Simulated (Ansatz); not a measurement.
**C$_{2}$H$_{2}$F$_{3}$ (SMILES F[CH]C(F)F) (doublet): density, localisation and related maps**

Input file:

```
crystal:
  periodic: [false, false, false]
  atoms:
    - {symbol: C, position_ang: [-0.692313, 0.736165, -1.368967]}
    - {symbol: C, position_ang: [0.404062, 0.824693, -0.365125]}
    - {symbol: F, position_ang: [-1.735281, -0.051320, -1.053447]}
    - {symbol: F, position_ang: [0.140760, 1.798009, 0.594866]}
    - {symbol: F, position_ang: [1.565040, 1.193639, -1.002872]}
    - {symbol: H, position_ang: [-0.890584, 1.526976, -2.110124]}
    - {symbol: H, position_ang: [0.554008, -0.140869, 0.169144]}
basis:
  gaussian:
    orbitals: def2-TZVPD
magnetization:
  spin_polarized: true
  initial_magnetization: 1
hamiltonian:
  xc: {name: PBE0}
output: {forces: true, orbitals: {seedname: orbitals}}
```

Launched as:

```sh
ansatz run input.yaml --threads 1 --pin off --max-ram 2610MiB --events-out events.jsonl --progress --plain --runs-dir runs
```

Geometry: BLYP-D3(BJ)/def2-SVP.

Theory: Ansatz, isolated molecule in a Gaussian basis; Kohn-Sham density functional theory, functional PBE0.

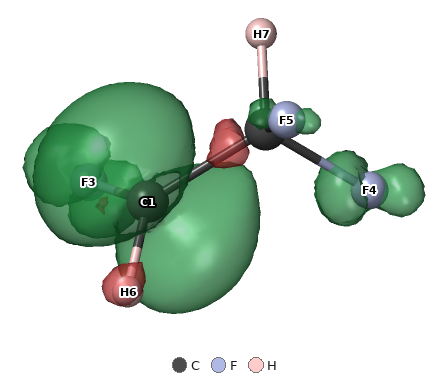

Figure 1. Isosurfaces of the spin density (α minus β) at +0.04 (green) and −0.04 e/Å³ (red), seen at an oblique angle.

Q: Which atoms carry the spin?

A: The unpaired spin (1 electron) lies mostly on C1 (about 0.7) and F3 (about 0.1), in electrons by Hirshfeld's partition.

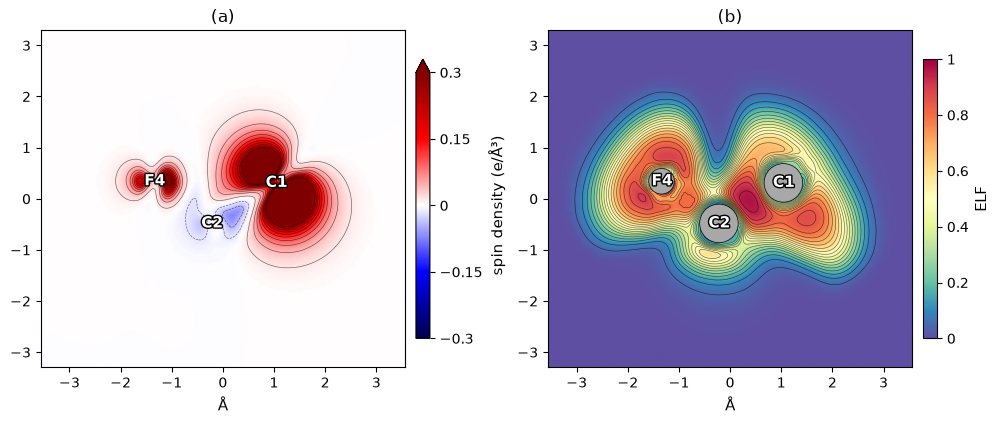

Figure 2. (a) spin density; (b) electron localisation function on the plane of atoms C1, C2 and F4. Grey discs cover the atomic cores in the ELF map.

Q: What do the fields say about this system?

A:
- The section cuts through C and F sites.
- C–C (1.49 Å): the ELF peaks at about 0.95 between the atoms: localised, covalent bonding.
- C–F (1.39 Å): the ELF peaks at about 0.80 between the atoms; a polar covalent bond.
- The ELF also peaks beside F4, away from the bonds: non-bonding electrons, paired or unpaired.

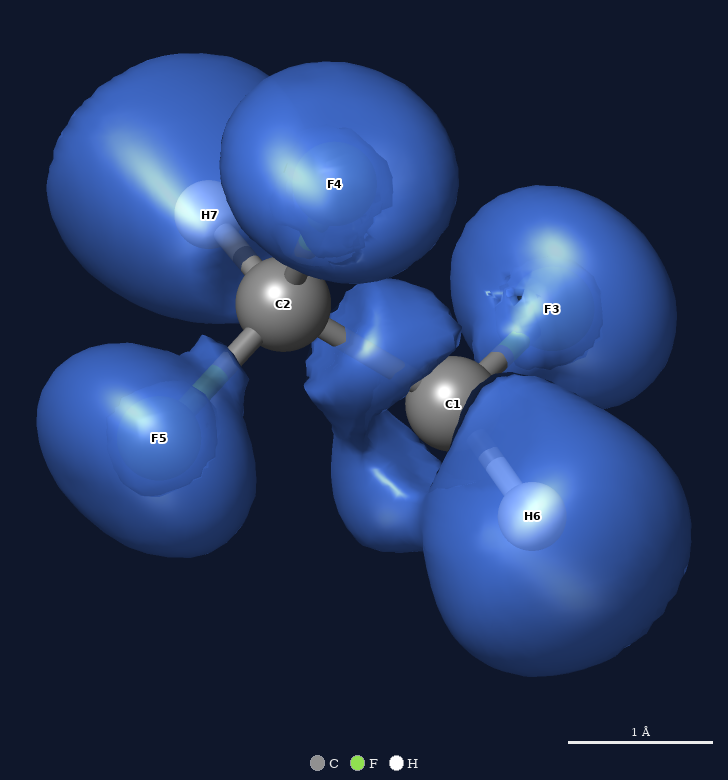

Figure 3. Isosurface of the electron localisation function at 0.75 (blue), seen at a tilt. Only the valence region is drawn (cores and ρ < 0.01 e/Å³ removed).

Q: Identify the bonds, lone pairs and shells in this picture.

A: The ELF exceeds this value in two regions around hydrogen nuclei and three regions on F in which the atom's valence shell and bonds are merged.


C–F (1.34 Å): the ELF peaks at about 0.85 between the atoms (a shared but strongly polarised pair).
